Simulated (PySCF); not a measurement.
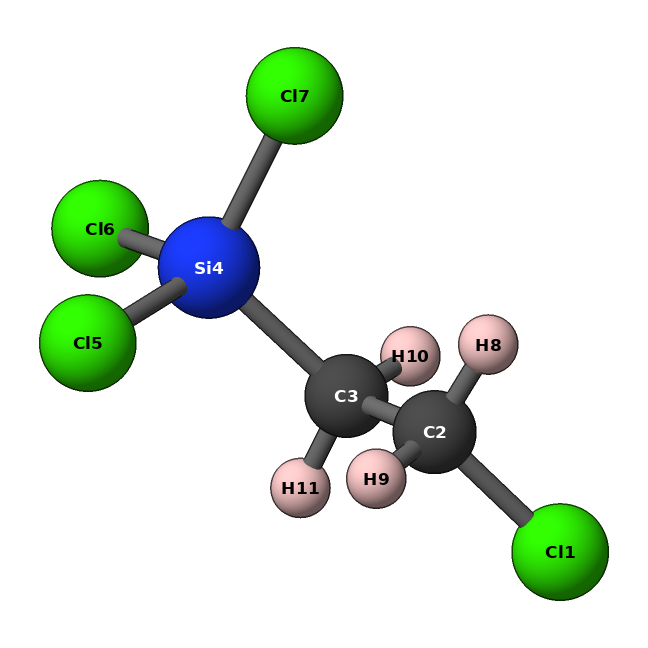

The questions are on Mulliken charges. The computed structure is the end point of a GFN2-xTB optimisation. No frequency run is at hand to confirm it as a minimum. Level of theory: PBE0/pcSseg-1, gas phase (PySCF 2.14.0).

Which atom carries the highest charge (most positive or least negative)?

Answer. Si4 (0.96 e).

And the lowest?

Answer. C3 (−0.53 e).

Give the Mulliken charges atom by atom.

```csv
atom,value (e)
Cl1,−0.15
C2,−0.22
C3,−0.53
Si4,0.96
Cl5,−0.26
Cl6,−0.25
Cl7,−0.26
H8,0.17
H9,0.17
H10,0.18
H11,0.18
```

Mulliken values depend strongly on the basis set and can even reverse the polarity of a bond. The geometry is semi-empirical. Around Si such bond lengths and angles can be off by a tenth of an ångström or more and by several degrees, and values that hang on the shape move with them.
